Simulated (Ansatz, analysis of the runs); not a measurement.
# A defect in a wire: Rh wire along [110], 3 atoms a period, divacancy of Rh and Rh, part 3 of 3

Aim: how much does this defect scatter, and at which energies?

Ansatz 0.2.0; DFT PBE, plane waves, PAW; relaxation of a wire's period (the session's first sound run).

So far. Step 3 (The perfect wire): At the computed energy nearest the Fermi level there are 5 channels a spin, and the thermal average gives 5.60 G₀. Step 4 (Relaxation of the scattering region): The largest force component on a free atom ends at 0.043 eV/Å, under the limit of 0.06.  4 atoms of the wire itself, hydrogen apart, moved by over 0.45 Å, up to 1.56 Å.

**5. The open system**

This step: DFT PBE, plane waves, PAW; transmission of a junction in a wire (Ansatz 0.2.0).

The cell is now read as a scatterer between two semi-infinite leads, named by two sites one period apart. The scattering states in its self-consistent potential are matched to the leads' states at each energy. One point across is taken, as for a wire in vacuum.

input.yaml

```yaml
crystal:
  lattice:
    - [8.715, 0.0, 0.0]
    - [0.0, 9.508, 0.0]
    - [0.0, 0.0, 22.5942799215]
  atoms:
    - { symbol: Rh, position: [0.38920923, 0.37276847, 0.0] }
    - { symbol: Rh, position: [0.611713495, 0.500011515, 0.055555556] }
    - { symbol: Rh, position: [0.38920923, 0.62725456, 0.0] }
    - { symbol: Rh, position: [0.38920923, 0.37276847, 0.111111111] }
    - { symbol: Rh, position: [0.611713495, 0.500011515, 0.166666667] }
    - { symbol: Rh, position: [0.38920923, 0.62725456, 0.111111111] }
    - { symbol: Rh, position: [0.38920923, 0.37276847, 0.222222222] }
    - { symbol: Rh, position: [0.611713495, 0.500011515, 0.277777778] }
    - { symbol: Rh, position: [0.38920923, 0.62725456, 0.222222222] }
    - { symbol: Rh, position: [0.3955601255, 0.3728726984, 0.3352993658] }
    - { symbol: Rh, position: [0.6093979341, 0.500011515, 0.3912944664] }
    - { symbol: Rh, position: [0.3955601255, 0.6271503316, 0.3352993658] }
    - { symbol: Rh, position: [0.4465736207, 0.500011515, 0.4735427956] }
    - { symbol: Rh, position: [0.3326452035, 0.3675917496, 0.5587247168] }
    - { symbol: Rh, position: [0.5661429057, 0.500011515, 0.5906363878] }
    - { symbol: Rh, position: [0.3326452035, 0.6324312804, 0.5587247168] }
    - { symbol: Rh, position: [0.38920923, 0.37276847, 0.666666667] }
    - { symbol: Rh, position: [0.611713495, 0.500011515, 0.722222222] }
    - { symbol: Rh, position: [0.38920923, 0.62725456, 0.666666667] }
    - { symbol: Rh, position: [0.38920923, 0.37276847, 0.777777778] }
    - { symbol: Rh, position: [0.611713495, 0.500011515, 0.833333333] }
    - { symbol: Rh, position: [0.38920923, 0.62725456, 0.777777778] }
    - { symbol: Rh, position: [0.38920923, 0.37276847, 0.888888889] }
    - { symbol: Rh, position: [0.611713495, 0.500011515, 0.9444444445] }
    - { symbol: Rh, position: [0.38920923, 0.62725456, 0.888888889] }
kpoints:
  mp_grid: { grid: [1, 1, 4] }
scf:
  occupations: { method: fermi_dirac, width: 0.05 }
hamiltonian:
  xc: pbe
output:
  transmission:
    e_range: [-1.26, 1.26]
    de: 0.035
    kmesh: [1, 1]
    reduced_basis: true
    leads: [[22, 0]]
  dos: { projected: true, e_range: [-4, 3] }
  write_potential: true
  write_density: true
  volumetric_format: npy
  elf: true
basis:
  ecutwfc: "350 eV"
```

Started as:

```bash
ansatz run input.yaml --threads 4 --pin off --max-ram 16384MiB --backend cpu --events-out ev --progress --plain --runs-dir out
```

Numbers of over 12 decimals in the logs are rounded to 6 here.

The program printed:

```text
[...]
Crystal: 25 atoms, lattice volume = 1872.212 Å³
Basis set: ecut = 350 eV, 27879 PW (Γ)
Bands: 255, of which v1, the nominal top of the filled ones, is band 213 counted from 1 (212 counted from 0)
Symmetry: 2 space group operations
[...]
k-points: 3 of 4 (time reversal used)
[...]
SCF iter   1: F=—  HF=-160021.276366 eV  |F-HF|=—  |Δ(HF+E_count)|=         —  Δρ=1.35e-2  dr2=7.50e0  ethr=1.77e-3  ⟨swp⟩=7.0  Hψ=2764  notcnv=0  defer=7
[...]
SCF iter  13: F=-160021.075025 eV  HF=-160021.075025 eV  |F-HF|=3.88e-8  |Δ(HF+E_count)|=   3.75e-8  Δρ=9.05e-7  dr2=3.36e-8  ethr=2.35e-11  ⟨swp⟩=10.7  Hψ=1894  notcnv=0
SCF 1 converged in 13 iterations: F = -160021.075025 eV  dr2 = 3.36e-8
[...]
transmission: 26 of 156 steps passed
transmission: 52 of 156 steps passed
[...]
transmission: 156 of 156 steps passed
WARN: The output density's exchange-correlation potential varies sharply where the density is thin. Do not read a vacuum level from v_tot or v_xc, or from such a field of the output density. On a cell that repeats whose density bears no net charge and no dipole along the vacuum's axis use v_es (v_loc + v_h of the components); under efield.dipole_correction with no amplitude use v_es + v_field, which holds any externa [...]
SCF converged after 13 iterations
Free energy (F): -160021.075025 eV
[...]
Internal energy: -160020.610794 eV  (E = F + TS)
E sigma→0 (E₀):  -160020.842909 eV
Entropy (-TS):   -0.464231 eV (-18.569 meV/atom)
Fermi energy:    0.532234 eV
[...]
--- Band table (eV) ---
  k-point 0: bands = [... 209 lower, 0.3942, 0.4609, 0.4609, 0.5222, 0.5781, 0.5822, 0.6747, 0.6836, ... 38 higher]
  k-point 1: bands = [... 209 lower, 0.4226, 0.4505, 0.4761, 0.5272, 0.5785, 0.6292, 0.6495, 0.6740, ... 38 higher]
  k-point 2: bands = [... 209 lower, 0.4390, 0.4834, 0.5080, 0.5270, 0.5648, 0.6175, 0.6187, 0.6668, ... 38 higher]
--- Transmission ---
  basis      : 611 plane waves across, 26 finite elements along
  points     : 1, standing for a mesh of 1 x 1
[...]
crystal 0  : Rh3, at the sites [22, 0], period 2.5105 Å, over 15.06 Å; its Hamiltonian steps by up to 31.4 meV: too much for a lead, lay more layers or, if its atoms are ordered, name the step of that order
[...]
filled         : 10.9 meV over the level at which it is neutral
    channels       : 5.000000e0 a spin
[...]
junction   : crystal 0 to crystal 0, -0.63 to 19.46 Å
    transmission   : 1.180085e0 a spin
    error estimate : 3.953103e-4 a spin from the reduction of the transverse basis, at the most 1.070151e-2 at -0.245000 eV
    conductance    : 1.3072e14 S/m² at 300 K (1.3098e14 on every other energy)
    error estimate : 0.2 % from the energy spacing and 0.2 % from band edges of the leads and from resonances (wavevectors taken as independent; lower de), 0.1 % from the reduction of the transverse basis, 24.6 % from the steps of its leads' Hamiltonians or their offsets (lay more layers), 1.2 % from the distance to neutral
    resistance     : 5.7543e-3 Ω µm² beyond half of each lead's own
```

Run time: 3.2 min. Hardware: 4 threads of Arm Neoverse V1, shared host; peak memory 3.8 GiB; 11 min of CPU time.

Numbers from this step:

| Quantity | Value |
| --- | --- |
| energy at zero smearing | -160020.8429 eV |
| transmission at the energy nearest the Fermi level, one spin | 1.180 |
| step of the lead's Hamiltonian | 31.4 meV |
| conductance of the junction | 1.398 G₀ |

Table of transmission, one spin by energy, zero at the Fermi level:

| energy (eV) | transmission, one spin |
| --- | --- |
| -1.190 | 1.67 |
| -1.015 | 2.53 |
| -0.805 | 1.81 |
| -0.735 | 2.37 |
| -0.595 | 2.52 |
| -0.490 | 2.71 |
| -0.385 | 1.71 |
| -0.245 | 2.72 |
| -0.210 | 2.54 |
| 0.000 | 1.18 |
| 0.210 | 1.37 |
| 0.385 | 1.07 |
| 0.595 | 0.783 |
| 0.805 | 1.86 |
| 1.015 | 1.57 |
| 1.190 | 1.73 |

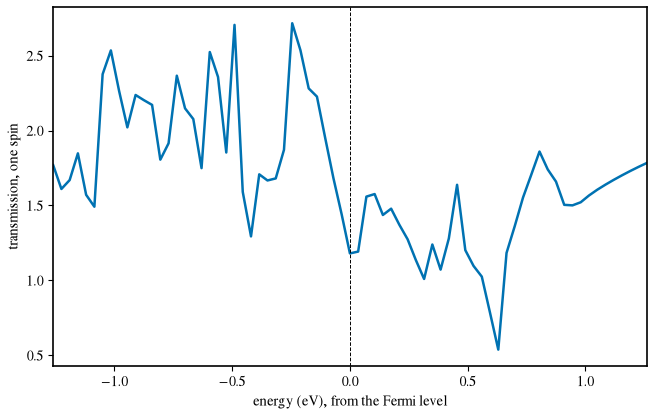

Transmission, one spin, plotted against energy.

Open channels of the lead, one spin against energy, zero at the Fermi level:

| energy (eV) | open channels of the lead, one spin |
| --- | --- |
| -1.190 | 4 |
| -1.015 | 6 |
| -0.805 | 4 |
| -0.595 | 7 |
| -0.385 | 8 |
| -0.210 | 10 |
| 0.000 | 5 |
| 0.210 | 6 |
| 0.385 | 5 |
| 0.595 | 3 |
| 0.805 | 6 |
| 1.015 | 4 |
| 1.190 | 4 |

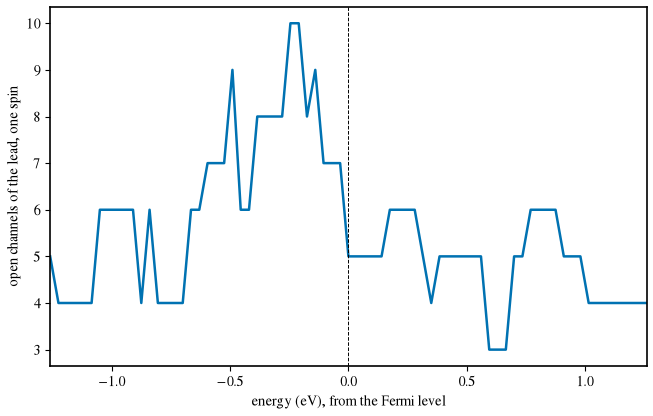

Open channels of the lead, one spin against energy.

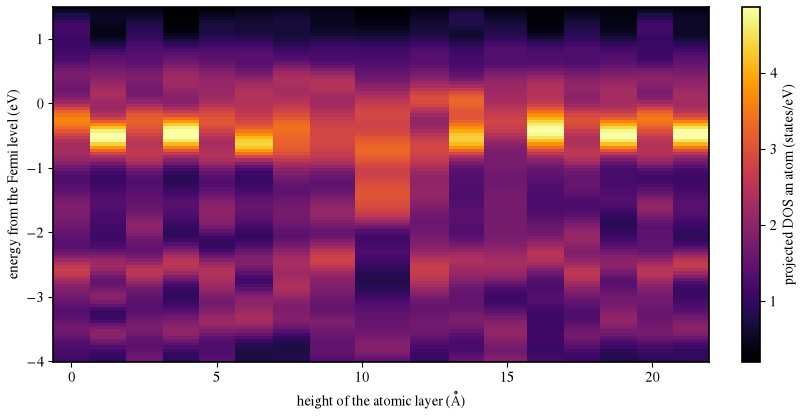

Projected DOS an atom over height of the atomic layer and energy from the Fermi level.  broadened by a Gaussian of 0.15 eV, since few k-points sample the long cell.

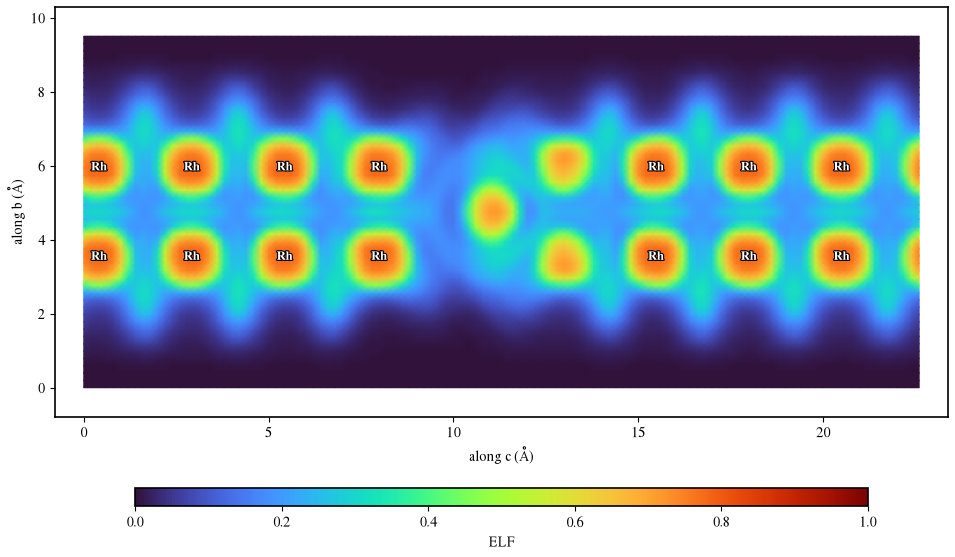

ELF in the cb plane at fractional x = 0.389, with atoms of Rh within 0.2 Å of it. It is the smooth field of the valence electrons, not physical close to the nuclei.

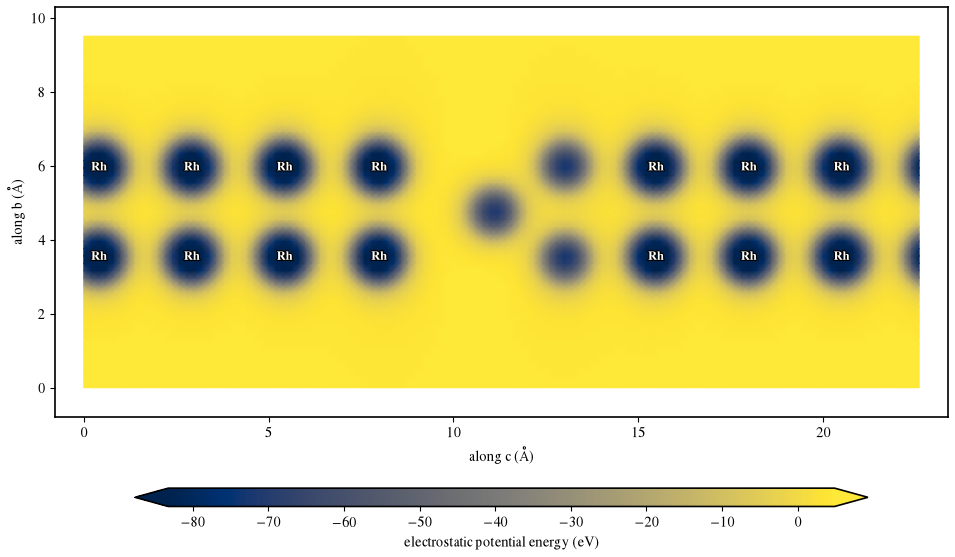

Electrostatic potential energy in the cb plane at fractional x = 0.389, with atoms of Rh within 0.2 Å of it. With pseudopotentials it is smooth inside the atoms' cores, unlike the true potential.

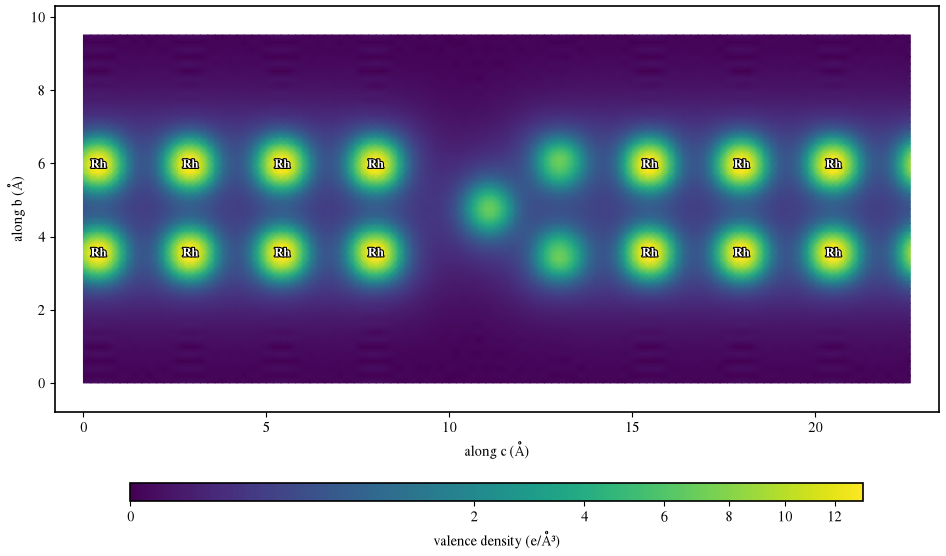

Valence density in the cb plane at fractional x = 0.389, with atoms of Rh within 0.2 Å of it. It is the smooth field of the valence electrons, not physical close to the nuclei. The colour scale is stretched toward low values.

By hand: the program gives 1.3072 × 10^14 S/m² over the cell's cross-section of 82.86 Å² = 8.286 × 10^-19 m², so one cell conducts 1.083 × 10^-4 S. Divided by G0 = 2e²/h = 7.748 × 10^-5 S this is 1.40 G0, a resistance of 9.23 kΩ.

The conductance is 1.40 G₀, with 5 channels a spin open in the lead; the transmission at the nearest energy alone would give 1.18 G₀, so T(E) varies within the thermal window. The lead's Hamiltonian steps by 31.4 meV, which the program calls too much for a lead. The largest term of the program's error estimate is 25 %.

**6. Landauer integrals**

This step: Landauer integrals over the computed T(E), interpolated linearly between its energies (analysis of the runs above).

Conductance and thermopower are moments of T(E) over the thermal window; sliding the window along E stands for a gate that leaves T(E) rigid.

Numbers from this step:

- conductance at 300 K, interpolated from T(E): 1.359 G₀
- thermopower at 300 K: 10.87 μV/K
- Lorenz number over L0: 1.183

T(E) held rigid; rough near sharp steps of T(E). Conductance at 300 K against shift of the leads' level:

| shift of the leads' level (eV) | conductance at 300 K (G₀) |
| --- | --- |
| -0.900 | 2.17 |
| -0.800 | 2.02 |
| -0.700 | 2.13 |
| -0.600 | 2.19 |
| -0.500 | 2.11 |
| -0.350 | 1.70 |
| -0.250 | 2.28 |
| -0.150 | 2.19 |
| -0.050 | 1.58 |
| 0.050 | 1.38 |
| 0.150 | 1.46 |
| 0.250 | 1.25 |
| 0.350 | 1.16 |
| 0.500 | 1.21 |
| 0.600 | 0.878 |
| 0.700 | 1.32 |
| 0.800 | 1.72 |
| 0.900 | 1.59 |

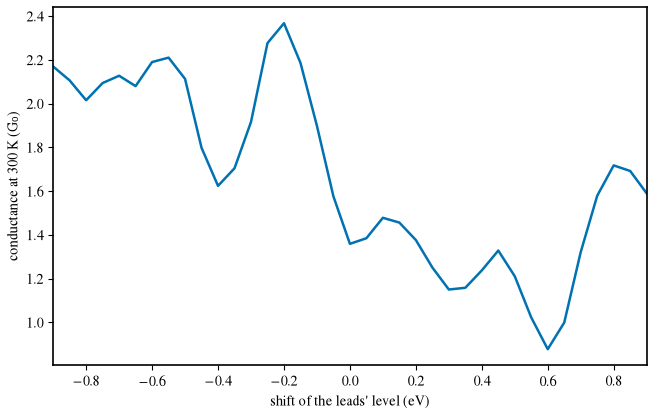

Conductance at 300 K against shift of the leads' level.

T(E) held rigid; rough near sharp steps of T(E). The thermopower at 300 K by shift of the leads' level:

| shift of the leads' level (eV) | thermopower at 300 K (μV/K) |
| --- | --- |
| -0.900 | 2.19 |
| -0.750 | -5.36 |
| -0.600 | -5.89 |
| -0.500 | 12.6 |
| -0.350 | -11.3 |
| -0.200 | 3.98 |
| -0.050 | 25.4 |
| 0.050 | -7.96 |
| 0.200 | 10.8 |
| 0.350 | -5.16 |
| 0.500 | 19.4 |
| 0.600 | 4.69 |
| 0.750 | -18.4 |
| 0.900 | 7.31 |

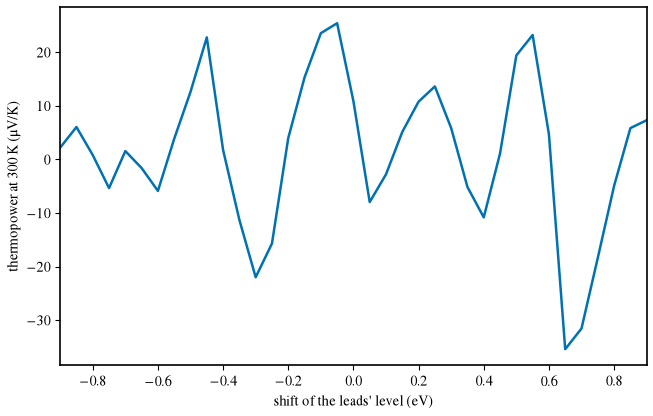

Thermopower at 300 K, plotted against shift of the leads' level.

The two levels move by half the bias each and T(E) is held rigid. Table of current from the zero-bias T(E) by bias:

| bias (V) | current from the zero-bias T(E) (μA) |
| --- | --- |
| 0.000 | 0 |
| 0.100 | 10.9 |
| 0.200 | 23.2 |
| 0.300 | 36.8 |
| 0.400 | 51.2 |
| 0.500 | 65.4 |
| 0.600 | 78.2 |
| 0.700 | 89.6 |
| 0.800 | 101 |
| 0.900 | 112 |
| 1.000 | 125 |
| 1.100 | 137 |
| 1.200 | 150 |
| 1.300 | 161 |
| 1.400 | 174 |
| 1.500 | 188 |
| 1.600 | 202 |
| 1.700 | 217 |
| 1.800 | 232 |
| 1.900 | 246 |

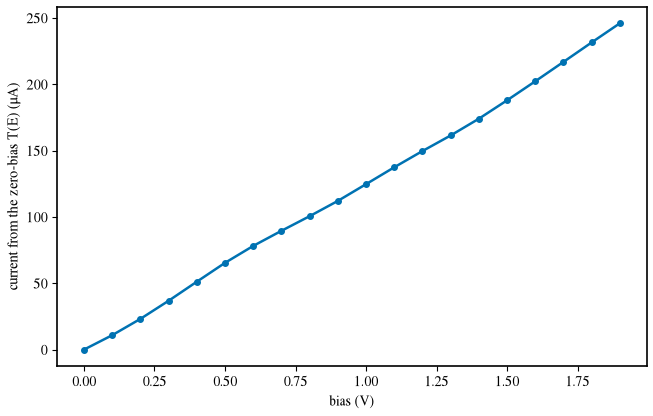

Current from the zero-bias T(E) against bias.

By hand, Mott's formula: S = −(π²k²T/3e) d ln T/dE, and π²k²T/3e = 7.33 μV/K × eV at 300 K. The computed T is 1.68 at -0.070 eV and 1.56 at +0.070 eV, so d ln T/dE ≈ -0.543 per eV and S ≈ 3.98 μV/K, against 10.9 from the integrals. The two differ since ln T is not straight over the thermal window.

The thermopower is 10.9 μV/K. The Lorenz ratio is 1.18, where the Wiedemann-Franz law gives 1. Moving the level by up to 0.1 eV either way gives -8.0 to 25 μV/K.

**7. What came out**

```yaml
conductance_of_the_perfect_wire: 5.60 G₀
conductance_divacancy_of_rh_and_rh: 1.40 G₀
thermopower_divacancy_of_rh_and_rh: 10.9 μV/K
```

What this shows: Summed over the computed window, 31 % of the lead's open channels pass the defect; the conductance at 300 K is 1.40 G₀. With divacancy of Rh and Rh, 25 % of the conductance of that run's own lead (5.64 G₀) is left, so it blocks most of the current. A plain interpolation of the computed T(E) gives 1.36 G₀ for that run; the program's 1.40 G₀ comes from its own average, which also places band edges between the computed energies. Transport is coherent and elastic here: the atoms are frozen, so scattering by vibrations plays no part. In the perfect wire the moments were started parallel, and no opposed start was run. With divacancy of Rh and Rh several atoms of the wire itself moved far in the relaxation, so the changed stretch between the held leads may scatter as well as the defect. The free region is short: held atoms still bear up to 0.5 eV/Å after a relaxation. In 1 run the program finds the step of the lead's Hamiltonian too large, so longer leads may change the transmission. One term of the program's error estimate for a conductance, of a junction or of the perfect wire, reaches 25 % in this session. A junction with open d shells ran without spin, and none was tried there; atoms at the junction may want a moment. A cutoff under the files' recommended one was taken to save time; its effect on T(E) was not tested here. A cell with an odd number of electrons ran without spin; a level of the scatterer near the Fermi level could split if spin were allowed.

[Logs are printed without paths, hosts, clocks, repeated set-up lines and the standing remarks that a program may print on its own settings, such as how far it seeks lower states.]

[Hosts, paths, dates, database ids (printed as entryN), source tags and the programs' standing remarks are cut or masked in the printed files.]
